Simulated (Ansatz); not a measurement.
**How methods differ on SnH3 (SMILES [SnH3])**

SnH3: 4 atoms, total charge 0, spin state doublet. SMILES: `[SnH3]`. Geometry: relaxed at PBE0-D4/def2-TZVP.

```xyz
4

Sn    0.2802   -0.2116   -0.2717
H     1.0552    0.0110    1.2417
H    -1.1250   -1.1722   -0.0640
H    -0.1549    1.3125   -0.9263
```

Each level gives the energy change with the Sn1–H2 bond stretched from 1.715 to 4.287 Å (eV). The values are calculated.

```json
{"level": "UHF/STO-3G", "kind": "Hartree–Fock", "program": "Ansatz", "value (eV)": "3.88", "less FCI/STO-3G": "-0.30", "CPU time (all runs)": "1.5 s"}
{"level": "USVWN5/STO-3G", "kind": "LDA", "program": "Ansatz", "value (eV)": "4.99", "less FCI/STO-3G": "+0.81", "CPU time (all runs)": "4.3 s"}
{"level": "U-revPBE/STO-3G", "kind": "GGA", "program": "Ansatz", "value (eV)": "4.45", "less FCI/STO-3G": "+0.27", "CPU time (all runs)": "9.3 s"}
{"level": "U-r2SCAN/STO-3G", "kind": "meta-GGA", "program": "Ansatz", "value (eV)": "4.62", "less FCI/STO-3G": "+0.44", "CPU time (all runs)": "19 s"}
{"level": "UB3LYP/STO-3G", "kind": "global hybrid", "program": "Ansatz", "value (eV)": "4.53", "less FCI/STO-3G": "+0.35", "CPU time (all runs)": "8.2 s"}
{"level": "UMP2/STO-3G", "kind": "perturbation theory", "program": "Ansatz", "value (eV)": "4.11", "less FCI/STO-3G": "-0.07", "CPU time (all runs)": "1.8 s"}
{"level": "UCCSD(T)/STO-3G", "kind": "coupled cluster or CI", "program": "Ansatz", "value (eV)": "4.17", "less FCI/STO-3G": "-0.01", "CPU time (all runs)": "2 s"}
{"level": "UCCSD/STO-3G", "kind": "coupled cluster or CI", "program": "Ansatz", "value (eV)": "4.17", "less FCI/STO-3G": "-0.01", "CPU time (all runs)": "2 s"}
{"level": "FCI/STO-3G", "kind": "exact in the basis", "program": "Ansatz", "value (eV)": "4.18", "less FCI/STO-3G": "0.00", "CPU time (all runs)": "3.3 s"}
```

FCI/STO-3G is exact within its basis and frozen core, so for wave-function methods in that basis the difference is their error; functionals converge differently with the basis, so for them it is only a difference. All-electron rows without a relativistic Hamiltonian named are non-relativistic. The first shape isn't each level's own minimum. The values span 3.88 to 4.99 eV. Spin contamination of the reference (⟨S²⟩ at least 0.1 too high) touches UHF/STO-3G, USVWN5/STO-3G, U-revPBE/STO-3G, U-r2SCAN/STO-3G, UB3LYP/STO-3G, UMP2/STO-3G, UCCSD(T)/STO-3G, UCCSD/STO-3G. All rows use very small basis sets, so even the best lies far from the true value. In the correlated wave-function rows the outer d shell of Sn is correlated, in sets not made for it. CPU times are rough (shared hosts, several kinds of processor): they show what a rung costs within a factor of a few.

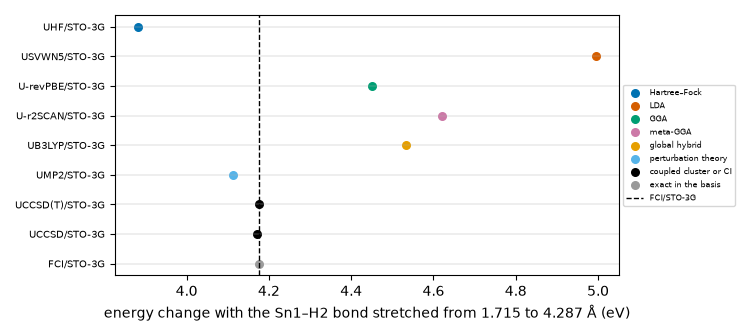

The values of the table, level by level.
